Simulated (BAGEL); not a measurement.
# C2H6B (SMILES [BH]CC) at ROHF/6-31G(d) (density fitting with qzvpp-jkfit, spherical functions)

Aim: the vertical doublet–quartet gap of C2H6B at ROHF/6-31G* (density fitting with qzvpp-jkfit, spherical functions), from 2 runs. 

Program for the calculation: BAGEL 1.2.2.

**1. The system as given**

The species is C2H6B (9 atoms), meant as a doublet with charge 0. As SMILES, `[BH]CC`. The shape is that of a PBE0-D4/def2-TZVP optimisation. This is one conformer, not always the lowest.

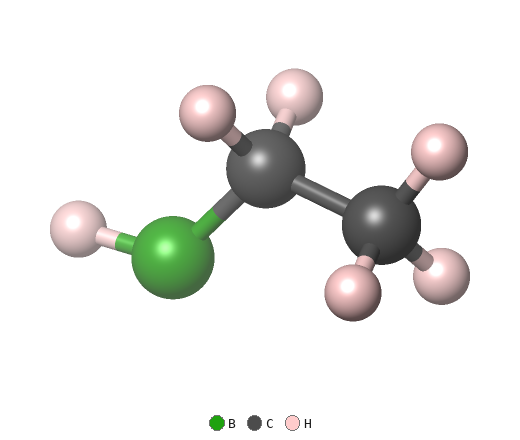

The structure, seen from a chosen angle (boron green, carbon dark grey, hydrogen pink).

**2. The energy at ROHF/6-31G(d) (density fitting with qzvpp-jkfit, spherical functions)**

Contents of calc.json:

```json
{ "bagel" : [

{
  "title" : "molecule",
  "basis" : "6-31gs.json",
  "df_basis" : "qzvpp-jkfit",
  "angstrom" : "true",
  "geometry" : [
    { "atom" : "B", "xyz" : [      -1.415300,       0.517300,      -0.623600 ] },
    { "atom" : "C", "xyz" : [       0.077500,       0.346900,      -0.300600 ] },
    { "atom" : "C", "xyz" : [       0.504700,      -0.731500,       0.688600 ] },
    { "atom" : "H", "xyz" : [      -1.915600,       1.307200,      -1.370300 ] },
    { "atom" : "H", "xyz" : [       0.580700,       0.211000,      -1.273200 ] },
    { "atom" : "H", "xyz" : [       0.428600,       1.341200,       0.024500 ] },
    { "atom" : "H", "xyz" : [       1.588300,      -0.746200,       0.828800 ] },
    { "atom" : "H", "xyz" : [       0.197300,      -1.721000,       0.344100 ] },
    { "atom" : "H", "xyz" : [       0.042200,      -0.571000,       1.664600 ] }
  ]
},

{ "title" : "rohf", "nopen" : 1 },

{ "title" : "print", "file" : "orbitals.molden", "orbitals" : "true" }

]}
```

The basis set 6-31G* is read from a file made from the Basis Set Exchange's data (not shown).

Launch:

```
BAGEL_NUM_THREADS=1 BAGEL calc.json > calc.out
```

Log:

```text
* using 1 threads per process

  ===============================================================
  ===============================================================

  *** Geometry ***

  { "atom" : "B", "xyz" : [     -2.674529,      0.977555,     -1.178433 ] },
  { "atom" : "C", "xyz" : [      0.146454,      0.655546,     -0.568052 ] },
  { "atom" : "C", "xyz" : [      0.953745,     -1.382335,      1.301265 ] },
  { "atom" : "H", "xyz" : [     -3.619959,      2.470250,     -2.589492 ] },
  { "atom" : "H", "xyz" : [      1.097364,      0.398732,     -2.405999 ] },
  { "atom" : "H", "xyz" : [      0.809937,      2.534501,      0.046298 ] },
  { "atom" : "H", "xyz" : [      3.001452,     -1.410114,      1.566205 ] },
  { "atom" : "H", "xyz" : [      0.372843,     -3.252219,      0.650255 ] },
  { "atom" : "H", "xyz" : [      0.079746,     -1.079034,      3.145638 ] },

  Number of auxiliary basis functions:      333

  Since a DF basis is specified, we compute 2- and 3-index integrals:
    o Being stored without compression. Storage requirement is 0.008 GB

  Number of basis functions:       54
  Number of electrons      :       23

    * METHOD: MOLECULE                             0.06

  *** Open-shell HF ***

  === Nuclear Repulsion ===
    63.1540652359

      * DIIS with orbital gradients will be used.

  === ROHF iteration (6-31gs.json) ===
      0       -103.73206624          0.03667455           0.02
      1       -103.81567358          0.01397408           0.02
      2       -103.82833126          0.00625393           0.02
      3       -103.83099669          0.00173525           0.02
      4       -103.83146291          0.00035322           0.02
      5       -103.83155198          0.00008374           0.02
      6       -103.83156925          0.00002118           0.02
      7       -103.83157305          0.00000801           0.02
      8       -103.83157355          0.00000236           0.02
      9       -103.83157377          0.00000052           0.02
     10       -103.83157383          0.00000018           0.02
     11       -103.83157383          0.00000007           0.02
     12       -103.83157384          0.00000003           0.02
     13       -103.83157384          0.00000002           0.02
     14       -103.83157384          0.00000001           0.02
     15       -103.83157384          0.00000001           0.02
    * SCF iteration converged.

    * S^2 (ROHF) is 0.7500

    * Permanent dipole moment:
           (   -0.292130,    -0.062005,     0.019834) a.u.

    * METHOD: ROHF                                 0.31

    * METHOD: PRINT                                0.00

  ===============================================================
```

It took 0.56 s on 1 thread of AMD EPYC 9R45 (Zen 5), shared host.

**3. The quartet at the same level**

Contents of hf.json:

```json
{ "bagel": [

{
  "title": "molecule",
  "basis": "6-31gs.json",
  "df_basis": "qzvpp-jkfit",
  "angstrom": true,
  "geometry": [
    { "atom": "B", "xyz": [      -1.415300,       0.517300,      -0.623600 ] },
    { "atom": "C", "xyz": [       0.077500,       0.346900,      -0.300600 ] },
    { "atom": "C", "xyz": [       0.504700,      -0.731500,       0.688600 ] },
    { "atom": "H", "xyz": [      -1.915600,       1.307200,      -1.370300 ] },
    { "atom": "H", "xyz": [       0.580700,       0.211000,      -1.273200 ] },
    { "atom": "H", "xyz": [       0.428600,       1.341200,       0.024500 ] },
    { "atom": "H", "xyz": [       1.588300,      -0.746200,       0.828800 ] },
    { "atom": "H", "xyz": [       0.197300,      -1.721000,       0.344100 ] },
    { "atom": "H", "xyz": [       0.042200,      -0.571000,       1.664600 ] }
  ]
},

{
  "title": "rohf",
  "nopen": 3
},

{
  "title": "print",
  "file": "orbitals.molden",
  "orbitals": true
}

]}
```

The basis set 6-31G* is read from a file made from the Basis Set Exchange's data (not shown).

Launch:

```
BAGEL_NUM_THREADS=1 BAGEL hf.json > hf.out
```

Log:

```text
* using 1 threads per process

  ===============================================================
  ===============================================================

  *** Geometry ***

  { "atom" : "B", "xyz" : [     -2.674529,      0.977555,     -1.178433 ] },
  { "atom" : "C", "xyz" : [      0.146454,      0.655546,     -0.568052 ] },
  { "atom" : "C", "xyz" : [      0.953745,     -1.382335,      1.301265 ] },
  { "atom" : "H", "xyz" : [     -3.619959,      2.470250,     -2.589492 ] },
  { "atom" : "H", "xyz" : [      1.097364,      0.398732,     -2.405999 ] },
  { "atom" : "H", "xyz" : [      0.809937,      2.534501,      0.046298 ] },
  { "atom" : "H", "xyz" : [      3.001452,     -1.410114,      1.566205 ] },
  { "atom" : "H", "xyz" : [      0.372843,     -3.252219,      0.650255 ] },
  { "atom" : "H", "xyz" : [      0.079746,     -1.079034,      3.145638 ] },

  Number of auxiliary basis functions:      333

  Since a DF basis is specified, we compute 2- and 3-index integrals:
    o Being stored without compression. Storage requirement is 0.008 GB

  Number of basis functions:       54
  Number of electrons      :       23

    * METHOD: MOLECULE                             0.06

  *** Open-shell HF ***

  === Nuclear Repulsion ===
    63.1540652359

      * DIIS with orbital gradients will be used.

  === ROHF iteration (6-31gs.json) ===
      0       -103.51362613          0.03378316           0.02
      1       -103.60299086          0.01206679           0.01
      2       -103.61971004          0.00634172           0.01
      3       -103.62392859          0.00321247           0.01
      4       -103.62603983          0.00121103           0.02
      5       -103.62656757          0.00079944           0.02
      6       -103.62681354          0.00060904           0.01
      7       -103.62702539          0.00036776           0.02
      8       -103.62713193          0.00013873           0.01
      9       -103.62717600          0.00007336           0.02
     10       -103.62718299          0.00004708           0.01
     11       -103.62718347          0.00002440           0.01
     12       -103.62718532          0.00000932           0.01
     13       -103.62718646          0.00000318           0.02
     14       -103.62718676          0.00000146           0.01
     15       -103.62718682          0.00000083           0.01
     16       -103.62718683          0.00000050           0.02
     17       -103.62718684          0.00000033           0.01
     18       -103.62718684          0.00000016           0.01
     19       -103.62718685          0.00000007           0.01
     20       -103.62718686          0.00000003           0.01
     21       -103.62718687          0.00000002           0.02
     22       -103.62718687          0.00000001           0.02
    * SCF iteration converged.

    * S^2 (ROHF) is 3.7500

    * Permanent dipole moment:
           (   -1.433739,     0.133814,    -0.284361) a.u.

    * METHOD: ROHF                                 0.38

    * METHOD: PRINT                                0.00

  ===============================================================
```

Wall time 0.62 s (1 thread of AMD EPYC 9R45 (Zen 5), shared host).

**4. Summary of results**

Level: ROHF/6-31G* (density fitting with qzvpp-jkfit, spherical functions).

| quantity | value |
| --- | --- |
| doublet: total energy | -103.83157 Eh |
| doublet: dipole moment | 0.76 D |
| doublet: ⟨S²⟩ | 0.750 |
| quartet: total energy | -103.62719 Eh |
| quartet: dipole moment | 3.73 D |
| quartet: ⟨S²⟩ | 3.750 |
| vertical energy of the quartet above the doublet | 5.562 eV |

At this shape the quartet lies 5.56 eV (128 kcal/mol) above the doublet.
